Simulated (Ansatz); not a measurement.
Formation energy of the localised charge states of Cr on the Mg site + O vacancy in rock-salt MgO (start: the Mg site; O 2.13 Å away; 64-site cell, 2×2×2 shifted sampling) against the Fermi level, O-rich (Δμ(Mg) = -5.37 eV, Δμ(O) = 0.00 eV, Δμ(Cr) = -5.71 eV, bounded by CrO2 (P4_2/mnm); only phases computed here count, gases as isolated molecules at 0 K). Computed with PBE, PAW (plane waves to 420 eV; Ansatz, a quantum-chemistry and plane-wave program).

Charges with a result: +2, +1, 0, −1. Others weren't obtained, and one of them could lie lower, also by skipping a charge.

Details: 64-site cell; 2×2×2 shifted k-points; host gap 4.46 eV; charged states image-corrected; no Hubbard U; energies good to tenths of an eV; flagged in the runs: a strain field that reaches the edge of the cell.

Left out: charge −1 (level within 0.1 eV of a band edge or past it).

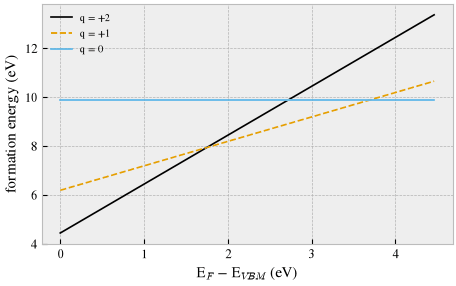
Figure. Formation energy of each charge state against the Fermi level

Crossings of the lowest lines: (+2/+1) at 1.75 eV; (+1/0) at 3.68 eV. At the valence-band maximum: q = +2: 4.44 eV; q = +1: 6.19 eV; q = 0: 9.87 eV.
